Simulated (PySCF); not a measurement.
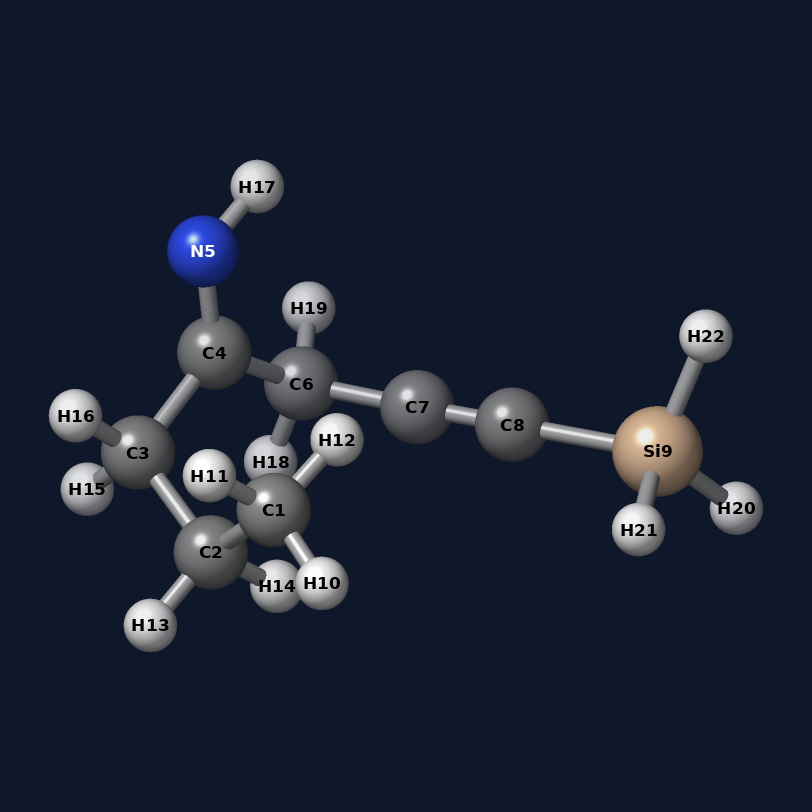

The geometry was computed by an optimisation with GFN2-xTB. No frequency run is at hand to confirm it as a minimum. Electric field gradients from the ground-state density, PBE0/pcSseg-1 (PySCF 2.14.0), non-relativistic apart from any core potentials.

Give the largest field-gradient component, the quadrupole coupling constant and the asymmetry for 14N at N5 (Q = 20.44 mb), 2H at H10 (Q = 2.86 mb), 2H at H11 (Q = 2.86 mb).

| atom | V_zz (a.u.) | e²qQ/h (MHz) | η |
| --- | --- | --- | --- |
| N5 | −0.985 | −4.73 | 0.32 |
| H10 | 0.317 | 0.213 | 0.02 |
| H11 | 0.315 | 0.212 | 0.03 |

The geometry is semi-empirical. Around Si such bond lengths and angles can be off by a tenth of an ångström or more and by several degrees, and values that hang on the shape move with them.
